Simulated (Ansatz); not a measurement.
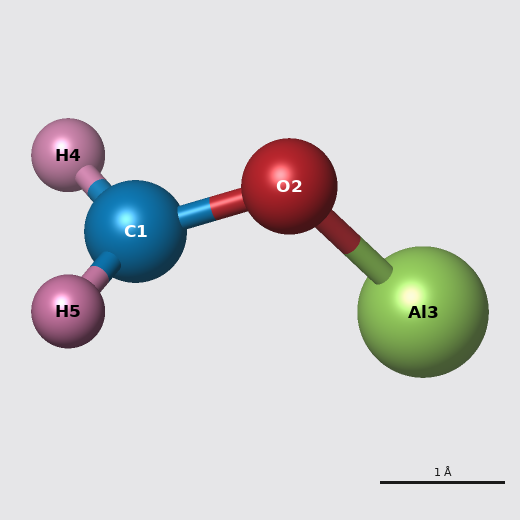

The atoms are numbered. Charge 0, doublet. The computed structure is the end point of a PBE0-D4/def2-TZVP optimisation. No frequency run is at hand to confirm it as a minimum.

List the bonds and their lengths.

```tsv
bond	length (Å)
C1–O2	1.346
C1–H4	1.087
C1–H5	1.087
O2–Al3	1.763
```
